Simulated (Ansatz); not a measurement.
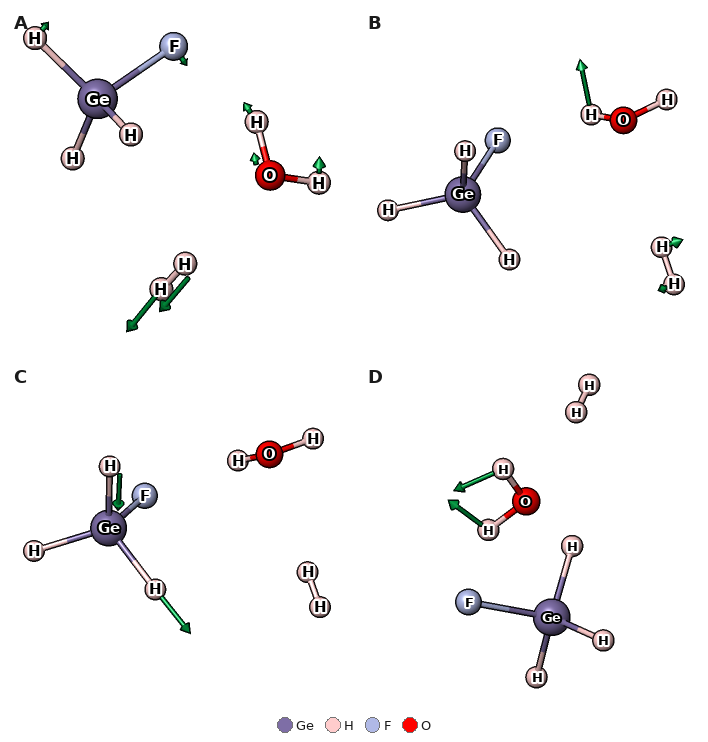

4 normal modes of one molecule or complex, as arrows. Harmonic vibrations computed with RKS PBE0-D4/def2-TZVP (Ansatz 0.2.0) at a stationary point of the same level. It is a saddle point of order 1.

Match the panels to the wavenumbers 176 cm⁻¹, 431 cm⁻¹, 1629 cm⁻¹, 2213 cm⁻¹.

Answer. A: 176 cm⁻¹
B: 431 cm⁻¹
C: 2213 cm⁻¹, out-of-phase stretching of 2 Ge–H bonds
D: 1629 cm⁻¹, H–O–H bending
